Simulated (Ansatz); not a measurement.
**SiHTeCl3 (SMILES Cl[Si](Cl)(Cl)[TeH]): levels of theory compared**

We compute a comparison of 6 runs (HF/3-21G, HF/def2-SVP, B3LYP/STO-3G, PBE0/def2-SVP, B3LYP/def2-SVPD, r2SCAN/def2-TZVP) of SiHTeCl3. 

Program for the calculation: Ansatz 0.2.0.

2 further runs of the same task are left out: 1 for a known fault of the program, 1 that didn't finish.

## 1. Starting point

SiHTeCl3 has 6 atoms, charge 0, and is taken as a singlet. SMILES: `Cl[Si](Cl)(Cl)[TeH]`. Geometry: relaxed at PBE0-D4/def2-TZVP.

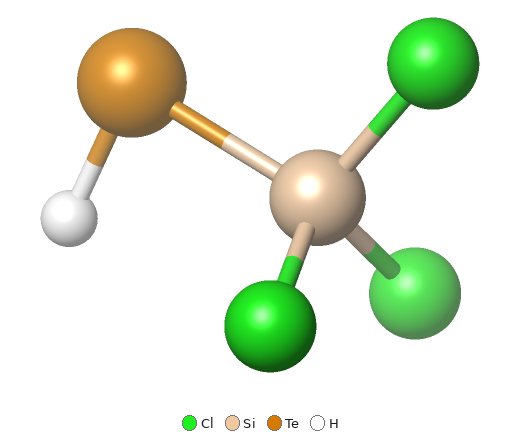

The structure, seen from a chosen angle (chlorine green, silicon light orange, tellurium orange, hydrogen white).

## 2. Energy and gradient at HF/3-21G (run 1)

run.yaml

```yaml
crystal:
  periodic: [false, false, false]
  atoms:
    - {symbol: Cl, position_ang: [-0.715400, -1.045700, 1.752700]}
    - {symbol: Si, position_ang: [0.251100, -0.479700, 0.052400]}
    - {symbol: Cl, position_ang: [2.191700, -1.088300, 0.159900]}
    - {symbol: Cl, position_ang: [-0.657800, -1.437500, -1.497400]}
    - {symbol: Te, position_ang: [0.315000, 1.970200, -0.241400]}
    - {symbol: H, position_ang: [-1.342500, 2.016800, -0.272400]}
basis:
  gaussian:
    orbitals: 3-21G-spherical.json
hamiltonian:
  xc: hf
accuracy: high
output: {forces: true, orbitals: {seedname: orbitals}}
```

The basis set 3-21G is read from a file made from the Basis Set Exchange's data (not shown).

The run is started by

```sh
$ ansatz run run.yaml --threads 1 --pin off --max-ram 2610MiB --events-out events.jsonl --progress --plain --runs-dir runs
```

Standard output:

```text
Warning: RAYON_NUM_THREADS=1 ignored (pool sized by the plan → 1); use --threads N
Functional definition: HF
  name "HF"
  exchange = exact_x
  correlation = 0
1835 factors; integrals over basis functions are off by at most 7.3e-9 eV
mean field evaluation 1: about -224292.4189 eV, gradient 2.4e1 eV
mean field evaluation 2: about -224292.4529 eV, gradient 2.4e1 eV
mean field evaluation 4: about -224294.7429 eV, gradient 1.2e0 eV
mean field evaluation 8: about -224294.7540 eV, gradient 9.5e-4 eV
mean field -224294.75404525 eV, -8242.6801787181 hartree, gradient 8.7e-8 eV, S^2 0.000000; 0 other end points of the search recorded, 0 dependent functions left out
the calculation of the forces begins
reference -224294.75404525 eV, -8242.6801787181 hartree; 59, 59 occupied and 26, 26 virtual orbitals, 1835 factors
Total energy: -224294.75404525 eV, -8242.6801787181 hartree
Atom 0 at    -0.715400    -1.045700     1.752700 Å, force    -1.123617    -0.650011     2.024574 eV/Å
Atom 1 at     0.251100    -0.479700     0.052400 Å, force     0.013241     1.323389    -0.158744 eV/Å
Atom 2 at     2.191700    -1.088300     0.159900 Å, force     2.280606    -0.810124     0.137814 eV/Å
Atom 3 at    -0.657800    -1.437500    -1.497400 Å, force    -1.055789    -1.117352    -1.850748 eV/Å
Atom 4 at     0.315000     1.970200    -0.241400 Å, force     0.244317     1.139670    -0.133216 eV/Å
Atom 5 at    -1.342500     2.016800    -0.272400 Å, force    -0.358757     0.114429    -0.019680 eV/Å
Dipole moment:    -0.140537     0.590056    -0.073318 e Å
```

It took 7.5 s on 1 thread of Arm Neoverse V1, shared host; peak memory 0.35 GiB.

## 3. Energy and forces at HF/def2-SVP (core potential) (run 2)

molecule.yaml

```yaml
crystal:
  periodic: [false, false, false]
  atoms:
    - {symbol: Cl, position_ang: [-0.715400, -1.045700, 1.752700]}
    - {symbol: Si, position_ang: [0.251100, -0.479700, 0.052400]}
    - {symbol: Cl, position_ang: [2.191700, -1.088300, 0.159900]}
    - {symbol: Cl, position_ang: [-0.657800, -1.437500, -1.497400]}
    - {symbol: Te, position_ang: [0.315000, 1.970200, -0.241400]}
    - {symbol: H, position_ang: [-1.342500, 2.016800, -0.272400]}
basis:
  gaussian:
    orbitals: def2-SVP
hamiltonian:
  xc: hf
accuracy: high
output: {forces: true, orbitals: {seedname: orbitals}}
```

The run is started by

```sh
$ ansatz run molecule.yaml --threads 1 --pin off --max-ram 2610MiB --events-out events.jsonl --progress --plain --runs-dir runs
```

Standard output, shortened:

```text
Warning: RAYON_NUM_THREADS=1 ignored (pool sized by the plan → 1); use --threads N
[... 2 set-up lines as earlier in the session ...]
[...]
2168 factors; integrals over basis functions are off by at most 2.3e-8 eV
[...]
mean field -52644.49576201 eV, -1934.6495355328 hartree, gradient 2.3e-8 eV, S^2 0.000000; 0 other end points of the search recorded, 0 dependent functions left out
[...]
reference -52644.49576201 eV, -1934.6495355328 hartree; 45, 45 occupied and 58, 58 virtual orbitals, 2168 factors
Total energy: -52644.49576201 eV, -1934.6495355328 hartree
Atom 0 at    -0.715400    -1.045700     1.752700 Å, force    -0.168825    -0.085394     0.301685 eV/Å
Atom 1 at     0.251100    -0.479700     0.052400 Å, force     0.067346     0.087101    -0.008793 eV/Å
Atom 2 at     2.191700    -1.088300     0.159900 Å, force     0.364862    -0.156032     0.025154 eV/Å
Atom 3 at    -0.657800    -1.437500    -1.497400 Å, force    -0.159133    -0.155660    -0.279028 eV/Å
Atom 4 at     0.315000     1.970200    -0.241400 Å, force    -0.271227     0.211807    -0.029428 eV/Å
Atom 5 at    -1.342500     2.016800    -0.272400 Å, force     0.166976     0.098177    -0.009590 eV/Å
Dipole moment:    -0.077085     0.259055    -0.032427 e Å
```

It took 9 s on 1 thread of Arm Neoverse V1, shared host; peak memory 0.39 GiB.

## 4. Energy and gradient at B3LYP/STO-3G (run 3)

job.yaml

```yaml
crystal:
  periodic: [false, false, false]
  atoms:
    - {symbol: Cl, position_ang: [-0.715400, -1.045700, 1.752700]}
    - {symbol: Si, position_ang: [0.251100, -0.479700, 0.052400]}
    - {symbol: Cl, position_ang: [2.191700, -1.088300, 0.159900]}
    - {symbol: Cl, position_ang: [-0.657800, -1.437500, -1.497400]}
    - {symbol: Te, position_ang: [0.315000, 1.970200, -0.241400]}
    - {symbol: H, position_ang: [-1.342500, 2.016800, -0.272400]}
basis:
  gaussian: {orbitals: STO-3G}
hamiltonian: {xc: {name: B3LYP}}
accuracy: high
output: {forces: true, orbitals: {seedname: orbitals}}
```

The run is started by

```sh
$ ansatz run job.yaml --threads 1 --pin off --max-ram 2610MiB --events-out events.jsonl --progress --plain --runs-dir runs
```

Standard output, shortened:

```text
Warning: RAYON_NUM_THREADS=1 ignored (pool sized by the plan → 1); use --threads N
Functional definition: B3LYP
  name "B3LYP"
[...]
1129 factors; integrals over basis functions are off by at most 1.7e-8 eV
[...]
mean field -223179.28742207 eV, -8201.6875364068 hartree, gradient 3.5e-8 eV, S^2 0.000000; 0 other end points of the search recorded, 0 dependent functions left out
[...]
reference -223179.28745876 eV, -8201.6875377552 hartree; 59, 59 occupied and 5, 5 virtual orbitals, 1129 factors
Total energy: -223179.28745876 eV, -8201.6875377552 hartree
Atom 0 at    -0.715400    -1.045700     1.752700 Å, force    -0.904821    -0.566732     1.567480 eV/Å
Atom 1 at     0.251100    -0.479700     0.052400 Å, force     0.235912     1.398462    -0.163808 eV/Å
Atom 2 at     2.191700    -1.088300     0.159900 Å, force     1.688886    -0.723703     0.116960 eV/Å
Atom 3 at    -0.657800    -1.437500    -1.497400 Å, force    -0.852506    -0.927071    -1.419210 eV/Å
Atom 4 at     0.315000     1.970200    -0.241400 Å, force    -0.327992     0.734405    -0.093527 eV/Å
Atom 5 at    -1.342500     2.016800    -0.272400 Å, force     0.160521     0.084637    -0.007895 eV/Å
Dipole moment:    -0.262267     0.371224    -0.048833 e Å
```

It took 9.9 s on 1 thread of Arm Neoverse V1, shared host; peak memory 0.26 GiB.

Runs 4 to 5 aren't shown in full; the table further down has their settings and results.

## 5. Energy and forces at r2SCAN/def2-TZVP (core potential) (run 6)

Edit molecule.yaml of step 3 so:

```diff
@@ -10,6 +10,4 @@
 basis:
-  gaussian:
-    orbitals: def2-SVP
-hamiltonian:
-  xc: hf
+  gaussian: {orbitals: def2-TZVP}
+hamiltonian: {xc: {name: r2SCAN}}
 accuracy: high
```

The run is started by

```sh
$ ansatz run molecule.yaml --threads 1 --pin off --max-ram 2610MiB --events-out events.jsonl --progress --plain --runs-dir runs
```

Standard output, shortened:

```text
Warning: RAYON_NUM_THREADS=1 ignored (pool sized by the plan → 1); use --threads N
Functional definition: r2SCAN
  name "r2SCAN"
[...]
3510 factors; integrals over basis functions are off by at most 1.5e-8 eV
[...]
mean field -52761.34593770 eV, -1938.9437002856 hartree, gradient 5.1e-8 eV, S^2 0.000000; 0 other end points of the search recorded, 0 dependent functions left out
[...]
reference -52761.34593843 eV, -1938.9437003126 hartree; 45, 45 occupied and 159, 159 virtual orbitals, 3510 factors
Total energy: -52761.34593843 eV, -1938.9437003126 hartree
Atom 0 at    -0.715400    -1.045700     1.752700 Å, force    -0.051572    -0.030842     0.083948 eV/Å
Atom 1 at     0.251100    -0.479700     0.052400 Å, force     0.002003     0.015390    -0.001111 eV/Å
Atom 2 at     2.191700    -1.088300     0.159900 Å, force     0.087237    -0.020008     0.003814 eV/Å
Atom 3 at    -0.657800    -1.437500    -1.497400 Å, force    -0.049179    -0.050436    -0.076479 eV/Å
Atom 4 at     0.315000     1.970200    -0.241400 Å, force     0.036732     0.090671    -0.010065 eV/Å
Atom 5 at    -1.342500     2.016800    -0.272400 Å, force    -0.025221    -0.004775    -0.000108 eV/Å
Dipole moment:    -0.056089     0.235633    -0.029245 e Å
```

It took 85 s on 1 thread of Arm Neoverse V1, shared host; peak memory 1 GiB.

## 6. All runs side by side

```tsv
run	level	core potential	energy (Eh)	dipole moment (D)	HOMO energy (eV)	LUMO energy (eV)	wall time
1	HF/3-21G	none	-8242.680179	2.93	-9.95	1.05	7.5 s
2	HF/def2-SVP (core potential)	def2-SVP	-1934.649536	1.31	-9.34	2.00	9 s
3	B3LYP/STO-3G	none	-8201.687538	2.20	-5.25	0.39	9.9 s
4	PBE0/def2-SVP (core potential)	def2-SVP	-1937.793601	1.25	-6.99	-1.33	21 s
5	B3LYP/def2-SVPD (core potential)	def2-SVPD	-1938.518662	1.38	-6.85	-1.84	43 s
6	r2SCAN/def2-TZVP (core potential)	def2-TZVP	-1938.943700	1.17	-6.26	-2.09	85 s
```

## 7. Results

```
                       quantity           value
            run 6: total energy  -1938.94370 Eh
           run 6: dipole moment          1.17 D
             run 6: HOMO energy        -6.26 eV
             run 6: LUMO energy        -2.09 eV
           run 6: HOMO–LUMO gap         4.18 eV
run 6: largest force on an atom      0.104 eV/Å
```

In words: The dipole moment (its size) runs from 1.17 D (r2SCAN/def2-TZVP) to 2.93 D (HF/3-21G). The two ends differ in method and basis and core potential. The HOMO–LUMO gap runs from 4.18 eV (r2SCAN/def2-TZVP) to 11.34 eV (HF/def2-SVP). The two ends differ in method and basis. Totals of different functionals can't be ranked against each other. Some runs of one species differ in core potentials or relativity; totals across that change don't compare. In run 3 the basis is minimal, so the values are rough. In runs 1, 3 relativity is left out where basis or elements ask for it. All runs together took 2.9 min, the longest 85 s.
